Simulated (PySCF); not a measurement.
Molecule: C₂H₃Ga, SMILES C#[C][GaH2], singlet.

```xyz
6

C     -1.5790     0.1770     1.0391
C     -0.5248     0.0710     0.4327
Ga     1.1222    -0.1279    -0.5275
H     -2.5062     0.2636     1.5790
H      1.5473     1.0074    -1.5134
H      1.9649    -1.4207    -0.2816
```

Simulated rotational absorption lines between 26 and 40 GHz at 3 K: rigid rotor with the equilibrium constants and dipole of one optimised conformer (PBE0-D3(BJ)/def2-SVP, PySCF), commonest isotopes; no centrifugal distortion, hyperfine structure, internal rotation or nuclear-spin weights; lines within 1 MHz of each other are summed. Lines of different type are drawn apart.

What are the rotational constants, and what kind of rotor is it?

Answer. Rotational constants A, B, C = 132.1, 3.628, 3.531 GHz; Ray's κ = −1.00, a near-prolate asymmetric top.

Which dipole components drive the lines?

Answer.
|μa|, |μb|, |μc| = 0.30, 0.02, 0.01 D; a-type lines carry 100 % of the intensity in this range.

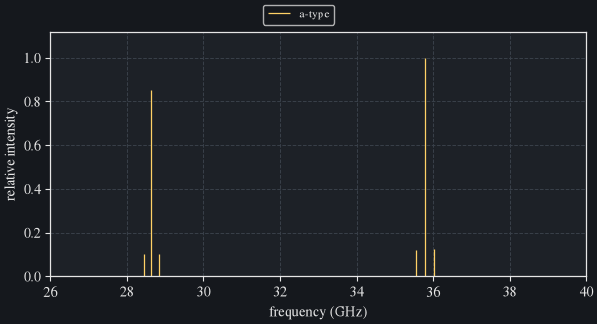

Known limits of this run: coarse grid, loose stop and no frequency check, small forces are noise and the end may be a saddle.
